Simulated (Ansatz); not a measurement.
# V wire along [111], 4 atoms a period: bands along the axis, part 2 of 2

Aim: is the V wire along [111], 4 atoms a period a metal or a semiconductor?

Ansatz 0.2.0; DFT PBE, plane waves, PAW; relaxation of a wire's period; PAW set soft_1 (the session's first sound run).

So far: Set-up; Relaxation of atoms and period.

## Step 2: Relaxation of atoms and period (continued)

The steps of the relaxation (22 of 24):

| step | energy less that of the first step (eV) | largest force component (eV/Å) | pressure (GPa) | volume (Å³) |
| --- | --- | --- | --- | --- |
| 1 | 0.0000 | 1.6720 | -4.95 | 241.48 |
| 2 | -0.8598 | 0.2276 | -0.72 | 233.28 |
| 3 | -0.9046 | 0.3332 | -0.01 | 229.39 |
| 4 | -0.9408 | 0.2517 | 0.88 | 220.27 |
| 5 | -0.9577 | 0.1160 | 0.16 | 224.40 |
| 6 | -0.9609 | 0.0379 | 0.05 | 224.90 |
| 8 | -0.9624 | 0.0065 | 0.07 | 225.39 |
| 9 | -0.9627 | 0.0241 | 0.02 | 225.43 |
| 10 | -0.9631 | 0.0437 | -0.02 | 225.26 |
| 11 | -0.9637 | 0.0700 | -0.10 | 224.71 |
| 12 | -0.9648 | 0.0467 | -0.07 | 223.89 |
| 13 | -0.9658 | 0.0803 | -0.17 | 222.42 |
| 14 | -0.9663 | 0.0539 | 0.18 | 221.05 |
| 15 | -0.9678 | 0.0481 | -0.05 | 220.84 |
| 16 | -0.9683 | 0.0311 | -0.05 | 222.32 |
| 17 | -0.9691 | 0.0679 | -0.14 | 222.19 |
| 19 | -0.9714 | 0.0147 | -0.03 | 221.63 |
| 20 | -0.9721 | 0.0452 | -0.11 | 221.57 |
| 21 | -0.9724 | 0.0566 | -0.16 | 221.72 |
| 22 | -0.9726 | 0.0310 | 0.00 | 221.90 |
| 23 | -0.9729 | 0.0056 | -0.04 | 221.43 |
| 24* | -0.9690 | 0.0053 | -0.03 | 221.43 |

Relaxation steps marked * repeat the geometry before them on a plane-wave basis chosen anew for their cell, so energy and pressure can jump there. Other such steps can lie between the rows shown.

Forces are held to the 2 operations that the run works with; a distortion that breaks them can't arise in this run.

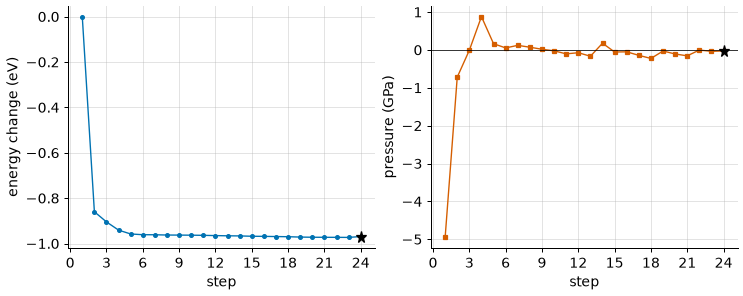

Energy and pressure along the relaxation. Stars mark steps on a basis chosen anew.

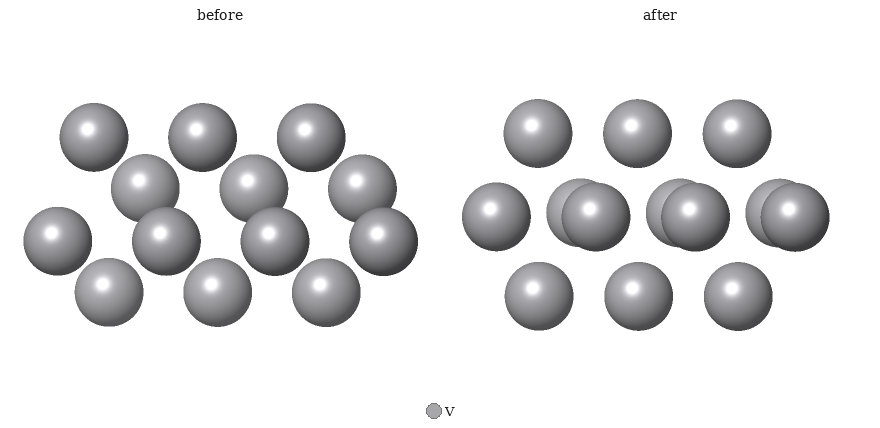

Before and after, at one scale.

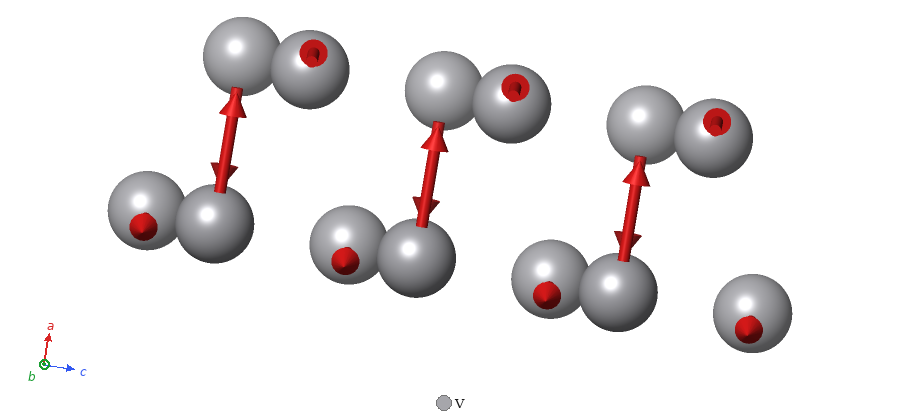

Displacements in the relaxation, exaggerated, measured against the changing cell; the longest in the cell stands for 1.00 Å. 1×1×3 cells are drawn. Some periodic images of atoms are drawn too.

| cell as run | before | after | change |
| --- | --- | --- | --- |
| c (Å) | 2.589 | 2.374 | -8.3 % |

The atoms that moved most (Å, along periodic axes as changes of fractional coordinates times the final cell, across vacuum about the mean position):

| atom | dx | dy | dz | length |
| --- | --- | --- | --- | --- |
| V2 | 0.995 | 0.083 | -0.003 | 0.998 |
| V3 | -0.995 | -0.083 | 0.003 | 0.998 |
| V4 | 0.140 | -0.572 | 0.009 | 0.589 |
| V1 | -0.140 | 0.572 | -0.009 | 0.589 |

The relaxed structure:

```xyz
4
Lattice="8.9140 0.0000 0.0000 0.0000 10.4620 0.0000 0.0000 0.0000 2.3744" Properties=species:S:1:pos:R:3
V     3.2596    5.1931   -0.0093
V     4.3949    7.1446    0.7887
V     4.5193    3.3174    0.7942
V     5.6547    5.2689    1.5923
```

This step gave:

```yaml
energy_at_zero_smearing: -11642.2259 eV
cell_length_along_the_wire: 2.374 Å
```

The cell's length comes to 2.374 Å with spin left out.

## Step 3: The perfect wire

This step: DFT PBE, plane waves, PAW; bands of a perfect wire; PAW set soft_1 (Ansatz 0.2.0).

At the relaxed period the bands are computed along the axis; those that cross an energy going forward count the channels that a perfect wire would open there.

Contents of input.yaml:

```yaml
crystal:
  lattice:
    - [8.914, 0.0, 0.0]
    - [0.0, 10.462, 0.0]
    - [0.0, 0.0, 2.3744065872]
  atoms:
    - { symbol: V, position: [0.365671657, 0.496376427, 0.996064889] }
    - { symbol: V, position: [0.493036648, 0.682908772, 0.332167644] }
    - { symbol: V, position: [0.506991316, 0.317091228, 0.334499023] }
    - { symbol: V, position: [0.634356307, 0.503623573, 0.670601777] }
kpoints:
  mp_grid: { grid: [1, 1, 34] }
  band_path: { path: ["Γ", Z], npoints: 90 }
scf:
  occupations: { method: fermi_dirac, width: 0.05 }
hamiltonian:
  xc: pbe
  pseudopotentials: { kind: paw, azcp: { folder: soft_1 } }
output:
  dos: { e_range: [-5, 4] }
  write_potential: true
  write_density: true
  volumetric_format: npy
```

Started as:

```sh
$ ansatz run input.yaml --threads 4 --pin off --max-ram 16384MiB --backend cpu --events-out ev --progress --plain --runs-dir out
```

Numbers of over 12 decimals in the logs are rounded to 6 here.

Output:

```text
[...]
Crystal: 4 atoms, lattice volume = 221.433 Å³
Basis set: ecut = 420 eV, 4253 PW (Γ)
Bands: 32, of which v1, the nominal top of the filled ones, is band 26 counted from 1 (25 counted from 0)
Symmetry: 2 space group operations
[...]
k-points: 18 of 34
[...]
SCF iter   1: F=—  HF=-11650.951006 eV  |F-HF|=—  |Δ(HF+E_count)|=         —  Δρ=6.31e-2  dr2=4.24e1  ethr=3.10e-3  ⟨swp⟩=7.8  Hψ=2885  notcnv=0
[...]
SCF iter  13: F=-11642.263148 eV  HF=-11642.263148 eV  |F-HF|=7.55e-9  |Δ(HF+E_count)|=   1.81e-9  Δρ=3.40e-6  dr2=2.89e-8  ethr=1.92e-10  ⟨swp⟩=5.2  Hψ=2040  notcnv=0
SCF 1 converged in 13 iterations: F = -11642.263148 eV  dr2 = 2.89e-8
[...]
NSCF: frozen V_eff on 91 k-points
WARN: The output density's exchange-correlation potential varies sharply where the density is thin. Do not read a vacuum level from v_tot or v_xc, or from such a field of the output density. On a cell that repeats whose density bears no net charge and no dipole along the vacuum's axis use v_es (v_loc + v_h of the components); under efield.dipole_correction with no amplitude use v_es + v_field, which holds any externa [...]
SCF converged after 13 iterations
Free energy (F): -11642.263148 eV
[...]
Internal energy: -11642.188312 eV  (E = F + TS)
E sigma→0 (E₀):  -11642.225730 eV
Entropy (-TS):   -0.074836 eV (-18.709 meV/atom)
Fermi energy:    1.364108 eV
[...]
--- Band table (eV; the first three rows and the last of 18) ---
  k-point 0: bands = [... 22 lower, 0.1704, 0.4222, 0.4931, 0.8984, 1.2757, 1.3691, 1.6778, 2.1758, ... 2 higher]
  k-point 1: bands = [... 22 lower, 0.1804, 0.4303, 0.5184, 0.9035, 1.2705, 1.3820, 1.6623, 2.1622, ... 2 higher]
  k-point 2: bands = [... 22 lower, 0.2103, 0.4533, 0.5936, 0.9174, 1.2573, 1.4163, 1.6163, 2.1210, ... 2 higher]
  k-point 17: bands = [... 22 lower, 0.2748, 0.4600, 1.7491, 2.0539, 2.2503, 2.5922, 2.6758, 2.8691, ... 2 higher]
```

The job ended after 6.8 s (4 threads of Arm Neoverse V2, shared host; peak memory 0.6 GiB; 26 s of CPU time).

Reading the cycles: dr2 is the Hartree energy of the density residual (eV), the measure of convergence; HF is the Harris–Foulkes estimate of the energy, which meets the free energy F at convergence.

This step gave:

```yaml
energy_at_zero_smearing: -11642.2257 eV
band_gap: 0 eV
```

The electronic bands at the labelled points (eV, zero at the Fermi level):

| point | band 24 | band 25 | band 26 | band 27 | band 28 | band 29 | band 30 | band 31 |
| --- | --- | --- | --- | --- | --- | --- | --- | --- |
| Γ | -0.94 | -0.87 | -0.47 | -0.09 | 0.01 | 0.31 | 0.81 | 0.93 |
| Z | -0.90 | 0.39 | 0.69 | 0.89 | 1.23 | 1.31 | 1.50 | 1.65 |

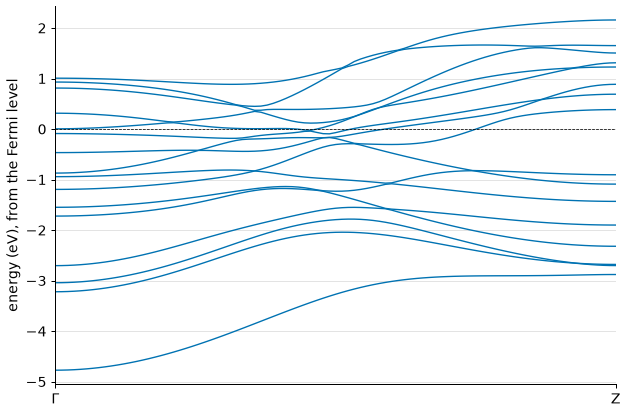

Electronic bands along the path.

Between Γ and Z the bands cross the Fermi level 5 times, so a perfect wire would conduct at least 5 G₀, with spin left out.

## Step 4: What came out

```yaml
cell_length_pbe: 2.374 Å
ballistic_conductance_by_band_crossings_a_lower_bound_pbe: 5 G₀
```

In words: Under PBE the cell's length is 2.37 Å, and the bands cross the Fermi level 5 times between Γ and Z, which gives a perfect wire at least 5 G₀ (opposite crossings within one step of the path cancel in such a count). No spin was allowed, though thin wires with open d shells can turn magnetic.

[Logs are printed without paths, hosts, clocks, repeated set-up lines and the standing remarks that a program may print on its own settings, such as how far it seeks lower states.]

[Hosts, paths, dates, database ids (printed as entryN), source tags and the programs' standing remarks are cut or masked in the printed files.]
